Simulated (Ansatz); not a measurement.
# One shape, several levels: BSiN2H5 (SMILES N[SiH]1BN1)

We compute a comparison of 6 runs (HF/STO-3G, B2PLYP/cc-pVDZ, PBE0/cc-pVDZ, r2SCAN/cc-pVDZ, wB97X/cc-pVDZ, BCCD(T)/cc-pVDZ) of BSiN2H5. 

Program for the calculation: Ansatz 0.2.0.

61 further runs of the same task are left out: 61 set aside as unsound or not needed.

### Step 1. The system as given

The species is BSiN2H5 (9 atoms), meant as a singlet with charge 0. SMILES: `N[SiH]1BN1`. The N1–Si2 distance was set to 2.553 Å, away from the relaxed value. At this shape a bond of the SMILES string is far longer than usual.

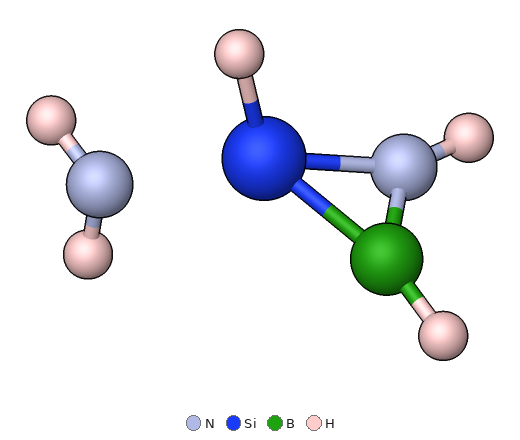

Viewed from a chosen angle; nitrogen light blue, silicon blue, boron green, hydrogen pink.

### Step 2. The energy at HF/STO-3G (run 1)

job.yaml reads:

```yaml
crystal:
  periodic: [false, false, false]
  atoms:
    - {symbol: "N", position_ang: [-1.086148, 2.294396, 0.062051]}
    - {symbol: Si, position_ang: [0.258900, 0.175500, 0.530500]}
    - {symbol: B, position_ang: [-0.233900, -1.625800, 0.110200]}
    - {symbol: N, position_ang: [0.650500, -0.971600, -0.738400]}
    - {symbol: H, position_ang: [-0.669648, 3.209596, 0.056751]}
    - {symbol: H, position_ang: [-2.010148, 2.283596, -0.333449]}
    - {symbol: H, position_ang: [1.441200, 0.620900, 1.305200]}
    - {symbol: H, position_ang: [-0.741300, -2.702400, 0.114400]}
    - {symbol: H, position_ang: [1.134000, -1.211600, -1.592900]}
basis:
  gaussian:
    orbitals: STO-3G
total_charge: 0
hamiltonian:
  xc: hf
accuracy: high
output:
  orbitals: {seedname: orbitals}
```

Started as:

```sh
$ ansatz run job.yaml --threads 1 --pin off --max-ram 3480MiB --events-out events.jsonl --progress --plain --runs-dir runs
```

Standard output:

```text
Warning: RAYON_NUM_THREADS=1 ignored (pool sized by the plan → 1); use --threads N
Functional definition: HF
  name "HF"
  exchange = exact_x
  correlation = 0
561 factors; integrals over basis functions are off by at most 1.7e-8 eV
mean field evaluation 1: about -11428.8450 eV, gradient 3.0e1 eV
mean field evaluation 2: about -11428.9183 eV, gradient 3.0e1 eV
mean field evaluation 4: about -11433.3284 eV, gradient 2.2e0 eV
mean field evaluation 8: about -11433.3779 eV, gradient 7.1e-4 eV
mean field -11433.36871021 eV, -420.1685502847 hartree, gradient 1.0e-8 eV, S^2 0.000000; 0 other end points of the search recorded, 0 dependent functions left out
reference -11433.36871021 eV, -420.1685502847 hartree; 19, 19 occupied and 10, 10 virtual orbitals, 561 factors
Total energy: -11433.36871021 eV, -420.1685502847 hartree
```

It took 0.26 s on 1 thread of Arm Neoverse V1, shared host.

### Step 3. A single-point energy at B2PLYP/cc-pVDZ (run 2)

in.yaml reads:

```yaml
crystal:
  periodic: [false, false, false]
  atoms:
    - {symbol: "N", position_ang: [-1.086148, 2.294396, 0.062051]}
    - {symbol: Si, position_ang: [0.258900, 0.175500, 0.530500]}
    - {symbol: B, position_ang: [-0.233900, -1.625800, 0.110200]}
    - {symbol: "N", position_ang: [0.650500, -0.971600, -0.738400]}
    - {symbol: H, position_ang: [-0.669648, 3.209596, 0.056751]}
    - {symbol: H, position_ang: [-2.010148, 2.283596, -0.333449]}
    - {symbol: H, position_ang: [1.441200, 0.620900, 1.305200]}
    - {symbol: H, position_ang: [-0.741300, -2.702400, 0.114400]}
    - {symbol: H, position_ang: [1.134000, -1.211600, -1.592900]}
basis:
  gaussian: {orbitals: cc-pVDZ}
hamiltonian: {xc: {name: B2PLYP}}
correlation: {frozen_orbitals: {B: 1, H: 0, "N": 1, Si: 5}}
output: {orbitals: {seedname: orbitals}}
accuracy: high
```

Started as:

```sh
$ ansatz run in.yaml --threads 1 --pin off --max-ram 3480MiB --events-out events.jsonl --progress --plain --runs-dir runs
```

Standard output, shortened:

```text
Warning: RAYON_NUM_THREADS=1 ignored (pool sized by the plan → 1); use --threads N
Functional definition: B2PLYP
  name "B2PLYP"
[...]
1946 factors; integrals over basis functions are off by at most 3.7e-9 eV
[...]
mean field -11600.47173277 eV, -426.3094730970 hartree, gradient 9.7e-8 eV, S^2 0.000000; 1 other end points of the search recorded, 0 dependent functions left out
8 core orbitals not correlated: weight in the atoms' cores, before any rotation towards them, 1.000 or more for the frozen orbitals, at most 0.000 for the correlated occupied ones
reference -11600.47175978 eV, -426.3094740899 hartree; 11, 11 occupied and 66, 66 virtual orbitals, 1946 factors
second order -17.96409744 eV of doubles, -0.00000000 eV of singles
Total energy: -11605.32206609 eV, -426.4877195591 hartree
```

Run time: 12 s. Hardware: 1 thread of Arm Neoverse V1, shared host; peak memory 0.3 GiB.

Runs 3 to 5 aren't shown in full; the table further down has their settings and results.

### Step 4. The energy at BCCD(T)/cc-pVDZ (run 6)

job.yaml reads:

```yaml
crystal:
  periodic: [false, false, false]
  atoms:
    - {symbol: N, position_ang: [-1.086148, 2.294396, 0.062051]}
    - {symbol: Si, position_ang: [0.258900, 0.175500, 0.530500]}
    - {symbol: B, position_ang: [-0.233900, -1.625800, 0.110200]}
    - {symbol: "N", position_ang: [0.650500, -0.971600, -0.738400]}
    - {symbol: H, position_ang: [-0.669648, 3.209596, 0.056751]}
    - {symbol: H, position_ang: [-2.010148, 2.283596, -0.333449]}
    - {symbol: H, position_ang: [1.441200, 0.620900, 1.305200]}
    - {symbol: H, position_ang: [-0.741300, -2.702400, 0.114400]}
    - {symbol: H, position_ang: [1.134000, -1.211600, -1.592900]}
basis:
  gaussian: {orbitals: cc-pVDZ}
accuracy: high
correlation: {method: bccd_t, frozen_orbitals: {B: 1, H: 0, "N": 1, Si: 5}}
scf: {omitted_lower_state_checks: [cluster_reference, increment]}
```

Started as:

```sh
$ ansatz run job.yaml --threads 1 --pin off --max-ram 3480MiB --events-out events.jsonl --progress --plain --runs-dir runs
```

Standard output, shortened:

```text
Warning: RAYON_NUM_THREADS=1 ignored (pool sized by the plan → 1); use --threads N
Functional definition: HF
  name "HF"
[...]
1946 factors; integrals over basis functions are off by at most 3.7e-9 eV
[...]
mean field -11573.53676019 eV, -425.3196311122 hartree, gradient 1.9e-8 eV, S^2 0.000000; 0 other end points of the search recorded, 0 dependent functions left out; unrestricted orbitals would lower it
8 core orbitals not correlated: weight in the atoms' cores, before any rotation towards them, 1.000 or more for the frozen orbitals, at most 0.000 for the correlated occupied ones
reference -11573.53676019 eV, -425.3196311122 hartree; 11, 11 occupied and 66, 66 virtual orbitals, 1946 factors
second order -14.31063338 eV of doubles, -0.00000000 eV of singles
cycle   1  -14.82477219 eV  change   -5.1e-1 eV  update   1.1e-1
[...]
cycle  31  -15.37284715 eV  change   -1.8e-9 eV  update   2.3e-9
perturbative correction -0.61068555 eV, -0.0224422801 hartree
Total energy: -11589.52029289 eV, -425.9070151048 hartree
Checks for a lower state left out: cluster_reference, increment
```

Run time: 24 s. Hardware: 1 thread of Arm Neoverse V1, shared host; peak memory 0.62 GiB.

### Step 5. The series

| run | level | frozen core orbitals | energy (Eh) | HOMO energy (eV) | LUMO energy (eV) | HOMO–LUMO gap (eV) | wall time |
| --- | --- | --- | --- | --- | --- | --- | --- |
| 1 | HF/STO-3G | – | -420.168550 | -5.94 | 5.02 | 10.96 | 0.26 s |
| 2 | B2PLYP/cc-pVDZ | 8 | -426.487720 | -6.42 | -0.17 | 6.25 | 12 s |
| 3 | PBE0/cc-pVDZ | – | -426.473180 | -5.11 | -1.52 | 3.60 | 7.5 s |
| 4 | r2SCAN/cc-pVDZ | – | -426.656860 | -3.97 | -2.25 | 1.72 | 11 s |
| 5 | wB97X/cc-pVDZ | – | -426.711452 | -7.54 | 0.66 | 8.20 | 26 s |
| 6 | BCCD(T)/cc-pVDZ | 8 | -425.907015 | – | – | – | 24 s |

### Step 6. Summary of results

| quantity | value |
| --- | --- |
| run 6: total energy | -425.90702 Eh |
| run 6: correlation energy (8 core orbitals frozen) | -587.4 mEh |
| run 6: (T) correction | -22.44 mEh |

Over runs 1, 2, 3, 4, 5 the HOMO–LUMO gap runs from 1.72 eV (r2SCAN/cc-pVDZ) to 10.96 eV (HF/STO-3G). The two ends differ in method and basis. Totals of different functionals can't be ranked against each other. In run 6 the log says that unrestricted orbitals would lower the reference, so the values rest on an unstable closed-shell determinant (other closed-shell runs at this shape may share the fault). In run 1 the basis is minimal, so the values are rough. All runs together took 82 s, the longest 26 s.
